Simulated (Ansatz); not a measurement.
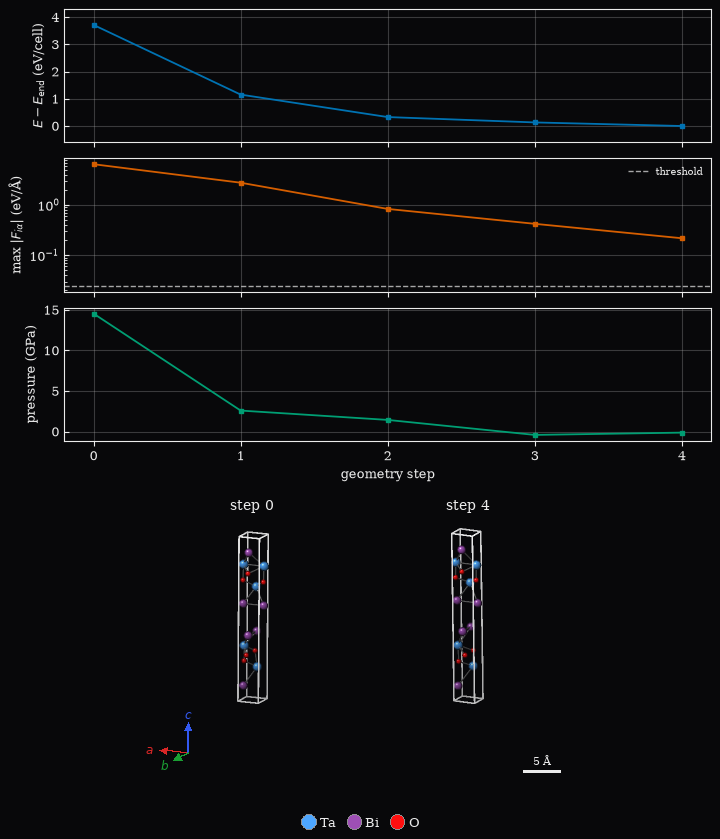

First and last geometry of a relaxation of crystalline TaBiO (a generated structure, set up in P1) (coarse preliminary run), with the history of the run. A ball-and-stick model of the cell of the calculation, seen from a free direction.

Computed with DFT PBE, scalar-relativistic, plane waves, PAW in Ansatz 0.2.0. Set-up: plane-wave cutoff 420 eV; k-point mesh 8 × 8 × 1; occupations gaussian; smearing width 0.2 eV; no spin polarisation; cell and atoms relaxed; force threshold 0.025 eV/Å; at most 60 steps.

**Read the history and describe the run.**

The run was cut off at its time limit before the relaxation converged, so the last structure is only a point on the way. The largest move relative to the cell is that of an O atom, 0.50 Å roughly along −a. Largest moves by element: O 0.50 Å, Bi 0.43 Å, Ta 0.34 Å. The drawn cell changes as follows: a 3.026 → 3.080 Å (+1.8 %), b 3.027 → 3.083 Å (+1.9 %), c 22.995 → 23.324 Å (+1.4 %), β 89.7° → 87.2°, γ 89.8° → 92.1°; the volume changes by +5.0 %. Near-neighbour distances that change, for instance: O–Ta 2.027 → 2.547 Å, O–Ta 2.727 → 2.207 Å, O–Ta 2.736 → 2.262 Å, Bi–Ta 3.058 → 3.533 Å. Bond angles that change, for instance: Ta–O–Ta 67.3° → 87.2°, Ta–O–Ta 96.6° → 77.8°, Ta–O–Ta 128.5° → 142.5°. The space group stays P1 (No. 1). After 4 geometry steps the energy has fallen by 3.714 eV per cell of the calculation. Largest force component: 6.5 eV/Å at the start, 0.22 eV/Å at the end. Pressure: 14.54 GPa at the start and −0.13 GPa at the end. The run took 7.2 min on 1 thread of Arm Neoverse V1, with other jobs on the host, peak memory 0.81 GiB.

```
step  E − E(0), meV/atom  largest force component, eV/Å  pressure, GPa  volume, Å³/atom
   0                0.00                         6.4727          14.54           17.545
   1             -213.34                         2.7740           2.59           18.349
   2             -282.13                         0.8347           1.44           18.377
   3             -298.56                         0.4220          -0.41           18.536
   4             -309.53                         0.2179          -0.13           18.423
```

Limits of the set-up: layers or molecules are held without a dispersion correction, so their spacing is unreliable.
